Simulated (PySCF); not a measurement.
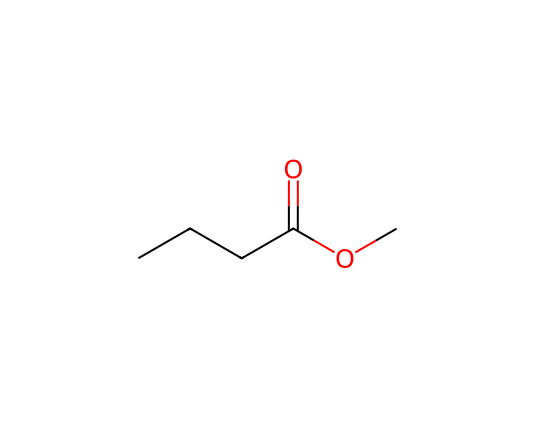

Structural formula above. The geometry was computed by an optimisation with PBE0-D3(BJ)/def2-SVP. No frequency run is at hand to confirm it as a minimum.

Describe the 3D structure.

Formula C₅H₁₀O₂. As SMILES it reads `CCCC(=O)OC`. It has no ring. Among its groups: ester. The point group is C1. Coordination: 4 C tetrahedral; 1 C trigonal planar; 1 O bent.

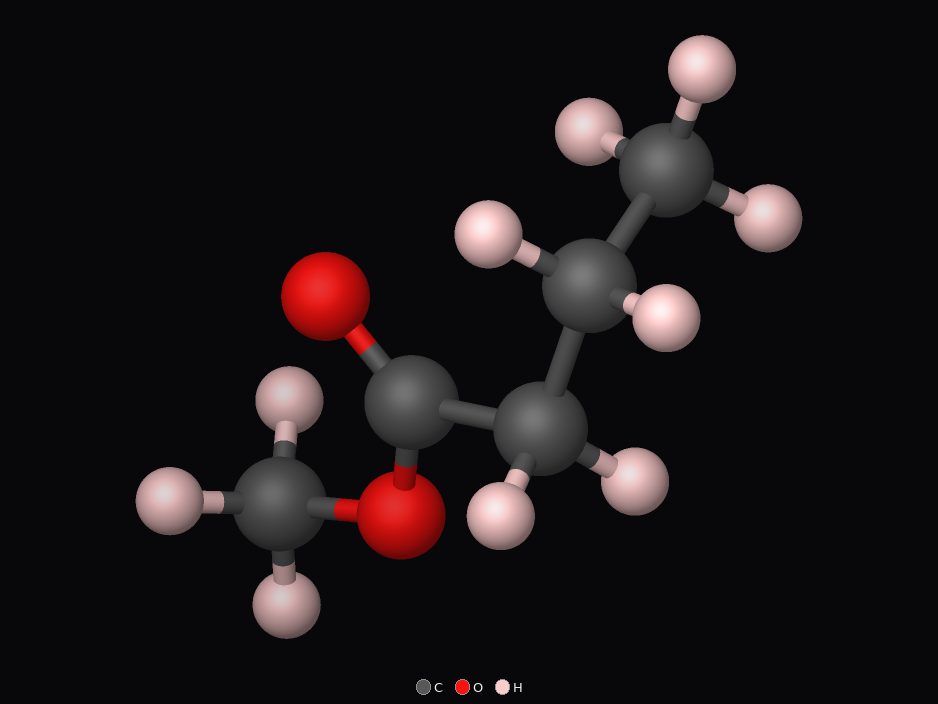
